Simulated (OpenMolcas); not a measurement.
# Si2H4F2 (SMILES F[SiH2][SiH2]F) at 6 levels

We compute a comparison of 6 runs (HF/6-31G*, B3LYP/6-31G*, BLYP/6-31G*, M06-2X/6-31G*, revPBE/6-31G*, CCSD(T)/6-31G*) of Si2H4F2. 

The calculation is run with OpenMolcas 26.06.

### 1 The system as given

The species is Si2H4F2 (8 atoms), meant as a singlet with charge 0. SMILES: `F[SiH2][SiH2]F`. The shape is that of a PBE0-D4/def2-TZVP optimisation. This is one conformer, not always the lowest.

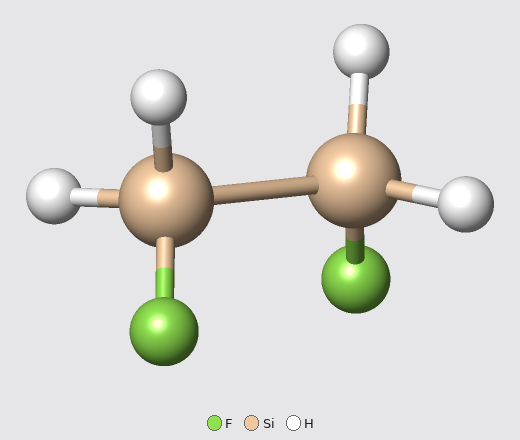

Viewed from a chosen angle; fluorine green, silicon light orange, hydrogen white.

### 2 Energy and forces at HF/6-31G(d) (spherical functions) (run 1)

run.inp

```
&GATEWAY
BasLib=$CurrDir
Coord
8
angstrom
F       -1.934800       1.205800      -0.274500
Si      -0.357800       1.128100       0.012400
Si       0.358600      -1.109600       0.044100
F        0.281000      -1.742000      -1.428800
H        0.340100       1.914200      -1.037000
H       -0.099800       1.743700       1.341600
H        1.774800      -1.164000       0.495400
H       -0.477100      -1.941900       0.946800
Basis=6-31Gs
Group=NoSym
&SEWARD
&SCF
Thresholds=1e-10 1e-07 1e-07 1e-05
PrOrbitals=1 2
&ALASKA
```

The basis set 6-31G* is read from a file made from the Basis Set Exchange's data (not shown).

On the command line:

```sh
$ export MOLCAS_MEM=1860
$ pymolcas run.inp > run.log
```

Output:

```text
--- Start Module: gateway ---
[...]
--- Stop Module: gateway /rc=_RC_ALL_IS_WELL_ ---
[...]
      Basis functions           72
[...]
--- Start Module: scf ---
[...]
       Convergence after  12 Iterations
[...]
::    Total SCF energy                               -779.1407701771
[...]
      Total spin, S                                     0.0000000000
[...]
      Total electronic charge=   50.000000
      Total            charge=   -0.000000
[...]
      Dipole Moment (debye):
      Origin of the operator (angstrom)=   -0.3046   -0.0930   -0.2962
                   X=  1.4272E+00               Y=  4.7863E-01               Z=  1.5184E+00           Total=  2.1381E+00
      Quadrupole Moment (debye*angstrom):
[...]
 *              Molecular gradients               *
 **************************************************
  Irreducible representation: a
 ------------------------------------------------------------------------------------------
                              X                       Y                       Z
 ------------------------------------------------------------------------------------------
  F1               -1.43962132906950E-03    4.15137185341585E-04   -5.95578367178717E-04
  SI2              -1.77374137859143E-03   -3.63369309860850E-03    6.52734792390142E-05
  SI3              -8.51831886300225E-04    2.75546597419840E-03   -2.79045211411422E-03
  F4               -2.80677575618227E-04   -1.00397715936040E-03   -1.25695414320148E-03
  H5                1.96309018420537E-03    2.68159843922122E-03   -3.90159198023721E-03
  H6                6.04268130229624E-04    2.12378266546054E-03    4.54012427603878E-03
  H7                4.86860562610314E-03   -2.90159238849924E-04    1.27986454509377E-03
  H8               -3.09009177096264E-03   -3.04815476741638E-03    2.65931430439670E-03
[...]
```

Run time: 14 s. Hardware: 1 thread of AMD EPYC 7R43 (Zen 3), shared host; peak memory 0.41 GiB.

### 3 Energy and gradient at B3LYP/6-31G(d) (spherical functions) (run 2)

test.inp

```
>>> EXPORT MOLCAS_PRINT=2

&GATEWAY
  BasLib=$CurrDir
  Coord
  8
  angstrom
  F       -1.934800       1.205800      -0.274500
  Si      -0.357800       1.128100       0.012400
  Si       0.358600      -1.109600       0.044100
  F        0.281000      -1.742000      -1.428800
  H        0.340100       1.914200      -1.037000
  H       -0.099800       1.743700       1.341600
  H        1.774800      -1.164000       0.495400
  H       -0.477100      -1.941900       0.946800
  Basis=6-31Gs
  Group=NoSym

&SEWARD
  GridInput
  Grid=UltraFine
  End of Grid

&SCF
  KSDFT=B3LYP
  Thresholds=1e-10 1e-07 1e-07 1e-05
  PrOrbitals=0

&ALASKA
```

The basis set 6-31G* is read from a file made from the Basis Set Exchange's data (not shown).

On the command line:

```sh
$ export MOLCAS_MEM=1860
$ pymolcas test.inp > test.log
```

Output:

```text
--- Start Module: gateway ---
[...]
--- Stop Module: gateway /rc=_RC_ALL_IS_WELL_ ---
[...]
      Basis functions           72
[...]
--- Start Module: scf ---
[...]
       Convergence after  12 Iterations
[...]
::    Total KS-DFT energy                            -781.1675304502
[...]
      Total spin, S                                     0.0000000000
[...]
      Total electronic charge=   50.000000
      Total            charge=   -0.000000
[...]
      Dipole Moment (debye):
      Origin of the operator (angstrom)=   -0.3046   -0.0930   -0.2962
                   X=  1.2011E+00               Y=  4.0283E-01               Z=  1.2779E+00           Total=  1.7995E+00
      Quadrupole Moment (debye*angstrom):
[...]
 *              Molecular gradients               *
 **************************************************
  Irreducible representation: a
 ------------------------------------------------------------------------------------------
                              X                       Y                       Z
 ------------------------------------------------------------------------------------------
  F1                1.24494917469704E-02   -6.04052925656795E-04    2.08323749226791E-03
  SI2              -9.14237371673199E-03    1.67424811843020E-03   -1.83914295445087E-03
  SI3              -2.69426724054611E-04   -4.82770661363485E-03   -8.10670587950213E-03
  F4                4.46372795483541E-04    4.91534699225049E-03    1.16093197722016E-02
  H5               -1.57411263264429E-03   -4.94661652402861E-04    3.15338292138367E-04
  H6               -1.28242316151372E-03   -4.09842146677164E-04   -1.03452203582410E-03
  H7               -9.68837285756585E-04   -3.45579544300589E-04   -1.36010926244157E-03
  H8                3.41308978336397E-04    9.22477719593751E-05   -1.66741542437343E-03
[...]
```

Wall time 32 s (1 thread of AMD EPYC 7R43 (Zen 3), shared host); peak memory 0.42 GiB.

Run 3 isn't shown in full; the table further down has it.

### 4 Energy and gradient at M06-2X/6-31G(d) (spherical functions) (run 4)

run.input

```
* F2H4Si2 Kohn-Sham DFT
&GATEWAY
BasLib
$CurrDir
BasisSet
F.6-31Gs....
F1 -1.934800 1.205800 -0.274500 angstrom
F4 0.281000 -1.742000 -1.428800 angstrom
End of Basis
BasisSet
Si.6-31Gs....
Si2 -0.357800 1.128100 0.012400 angstrom
Si3 0.358600 -1.109600 0.044100 angstrom
End of Basis
BasisSet
H.6-31Gs....
H5 0.340100 1.914200 -1.037000 angstrom
H6 -0.099800 1.743700 1.341600 angstrom
H7 1.774800 -1.164000 0.495400 angstrom
H8 -0.477100 -1.941900 0.946800 angstrom
End of Basis
&SEWARD
GridInput
Grid=UltraFine
End of Grid
&SCF
KSDFT
M062X
Thresholds
1e-10 1e-07 1e-07 1e-05
PrOrbitals
0
&ALASKA
```

The basis set 6-31G* is read from a file made from the Basis Set Exchange's data (not shown).

On the command line:

```sh
$ export MOLCAS_MEM=1860
$ pymolcas run.input > run.log
```

Output:

```text
--- Start Module: gateway ---
[...]
--- Stop Module: gateway /rc=_RC_ALL_IS_WELL_ ---
[...]
      Basis functions           72
[...]
--- Start Module: scf ---
[...]
       Convergence after  12 Iterations
[...]
::    Total KS-DFT energy                            -781.0026411037
[...]
      Total spin, S                                     0.0000000000
[...]
      Total electronic charge=   50.000000
      Total            charge=   -0.000000
[...]
      Dipole Moment (debye):
      Origin of the operator (angstrom)=   -0.3046   -0.0930   -0.2962
                   X=  1.2837E+00               Y=  4.3051E-01               Z=  1.3657E+00           Total=  1.9231E+00
      Quadrupole Moment (debye*angstrom):
[...]
 *              Molecular gradients               *
 **************************************************
  Irreducible representation: a
 ------------------------------------------------------------------------------------------
                              X                       Y                       Z
 ------------------------------------------------------------------------------------------
  F1                7.47546644124597E-03    1.62521241113822E-05    1.11262384825617E-03
  F4                2.51349218475361E-04    2.56220506279803E-03    7.08251645126623E-03
  SI2              -7.73032068324486E-03    1.69936936469028E-03   -1.21906776220015E-03
  SI3               1.72390542865664E-04   -4.23163644054370E-03   -6.75418272586015E-03
  H5               -1.44241472298745E-04    1.08392381996447E-03   -1.47102926460407E-03
  H6               -5.99408327759399E-04    9.35086635621918E-04    1.33995968494816E-03
  H7                1.61005117801505E-03   -5.97044283081216E-04   -2.65319733933289E-04
  H8               -1.03528689716059E-03   -1.46815628363539E-03    1.74499502019199E-04
[...]
```

Run time: 41 s. Hardware: 1 thread of AMD EPYC 7R43 (Zen 3), shared host; peak memory 0.42 GiB.

Run 5 isn't shown in full; the table further down has it.

### 5 A single-point energy at CCSD(T)/6-31G(d) (spherical functions) (run 6)

calc.inp

```
&gateway
baslib=$CurrDir
coord
8
angstrom
F       -1.934800       1.205800      -0.274500
Si      -0.357800       1.128100       0.012400
Si       0.358600      -1.109600       0.044100
F        0.281000      -1.742000      -1.428800
H        0.340100       1.914200      -1.037000
H       -0.099800       1.743700       1.341600
H        1.774800      -1.164000       0.495400
H       -0.477100      -1.941900       0.946800
basis=6-31Gs
group=NoSym
&seward
&scf
thresholds=1e-10 1e-07 1e-07 1e-05
prorbitals=1 1
&rasscf
fileorb=$Project.ScfOrb
spin=1
nactel=0 0 0
inactive=25
ras2=0
outorbitals=Canonical
orblisting=Nothing
&motra
jobiph
frozen=12
&ccsdt
cct
triples=2
iterations=80
accuracy=1e-08
extrapolation=5 4
```

The basis set 6-31G* is read from a file made from the Basis Set Exchange's data (not shown).

On the command line:

```sh
$ export MOLCAS_MEM=1860
$ pymolcas calc.inp > calc.log
```

Output:

```text
--- Start Module: gateway ---
[...]
--- Stop Module: gateway /rc=_RC_ALL_IS_WELL_ ---
[...]
      Basis functions           72
[...]
       Convergence after  12 Iterations
[...]
::    Total SCF energy                               -779.1407701771
[...]
      Total spin, S                                     0.0000000000
[...]
      Number of active orbitals                  0
[...]
      Spin quantum number                      0.0
[...]
      Active orbitals                            0
[...]
      Number of CSFs                             1
[...]
      Number of root(s) required                 1
[...]
      Convergence after  4 iterations
[...]
      Natural orbitals and occupation numbers for root  1
      ************************************************************************************************************************
      *                                                    Final results                                                     *
      ************************************************************************************************************************
[...]
::    RASSCF root number  1 Total energy:   -779.14077018
[...]
      Total electronic charge=   50.000000
      Total            charge=   -0.000000
[...]
      Dipole Moment (debye):
      Origin of the operator (angstrom)=   -0.3046   -0.0930   -0.2962
                   X=  1.4272E+00               Y=  4.7863E-01               Z=  1.5184E+00           Total=  2.1381E+00
      Quadrupole Moment (debye*angstrom):
[...]
--- Start Module: motra ---
[...]
--- Stop Module: motra /rc=_RC_ALL_IS_WELL_ ---
--- Start Module: ccsdt ---
[...]
      Convergence after                    14  Iterations
      Total energy (diff) :    -779.66876420       0.00000001
[...]
 METHOD                       : CCSD+T(CCSD)+<T3(1)WT1> = CCSD(T)
[...]
       CCSD     =      -779.6687641963313
[...]
```

Wall time 41 s (1 thread of AMD EPYC 7R43 (Zen 3), shared host); peak memory 0.41 GiB.

### 6 The series

| run | level | integration grid | task | energy (Eh) | dipole moment (D) of the reference | HOMO energy (eV) | LUMO energy (eV) | wall time |
| --- | --- | --- | --- | --- | --- | --- | --- | --- |
| 1 | HF/6-31G* (spherical functions) | – | gradient | -779.140770 | 2.14 | -11.35 | 2.67 | 14 s |
| 2 | B3LYP/6-31G* (spherical functions) | UltraFine | gradient | -781.167530 | 1.80 | -8.02 | -0.73 | 32 s |
| 3 | BLYP/6-31G* (spherical functions) | UltraFine | gradient | -781.085878 | 1.62 | -6.78 | -1.22 | 46 s |
| 4 | M06-2X/6-31G* (spherical functions) | UltraFine | gradient | -781.002641 | 1.92 | -9.40 | 0.29 | 41 s |
| 5 | revPBE/6-31G* (spherical functions) | UltraFine | gradient | -780.925989 | 1.60 | -6.89 | -1.31 | 37 s |
| 6 | CCSD(T)/6-31G* (spherical functions) | – | energy | -779.678719 | 2.14 | -11.35 | 2.67 | 41 s |

### 7 What came out

```
                                           quantity          value
                                run 6: total energy  -779.67872 Eh
          run 6: dipole moment (mean-field density)         2.14 D
         run 6: HOMO energy (Hartree–Fock orbitals)      -11.35 eV
         run 6: LUMO energy (Hartree–Fock orbitals)        2.67 eV
       run 6: HOMO–LUMO gap (Hartree–Fock orbitals)       14.02 eV
run 6: correlation energy (12 core orbitals frozen)     -537.9 mEh
                              run 6: (T) correction      -9.96 mEh
```

Over runs 1, 2, 3, 4, 5 the dipole moment (its size) runs from 1.60 D (revPBE/6-31G*) to 2.14 D (HF/6-31G*). Over runs 1, 2, 3, 4, 5 the HOMO–LUMO gap runs from 5.55 eV (BLYP/6-31G*) to 14.02 eV (HF/6-31G*). Exact exchange widens orbital gaps. Totals of different functionals can't be ranked against each other. All runs together took 3.5 min, the longest 46 s.
